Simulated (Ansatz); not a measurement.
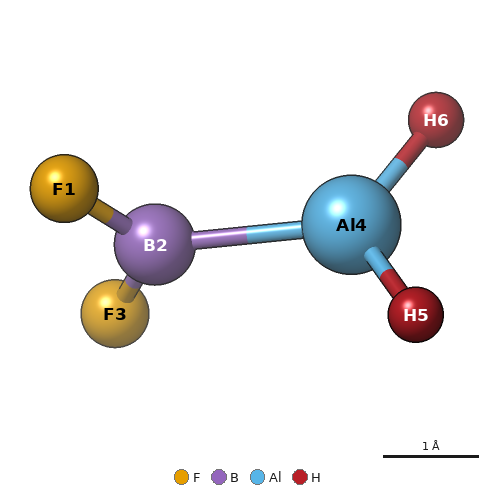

Orthographic view. Distant atoms are faded towards the background colour. The geometry was computed by an optimisation with PBE-D4/def2-SVP. No frequency run is at hand to confirm it as a minimum.

Write a Z-matrix (Å, degrees) in the order of the atom numbers, with these reference atoms: 2 to 1; 3 to 2, 1; 4 to 2, 3, 1; 5 to 4, 2, 3; 6 to 4, 5, 2.

```
F  
B    1   1.337
F    2   1.337   1   115.3
Al   2   2.155   3   122.4   1   179.9
H    4   1.604   2   120.6   3   -94.8
H    4   1.604   5   118.8   2   180.0
```
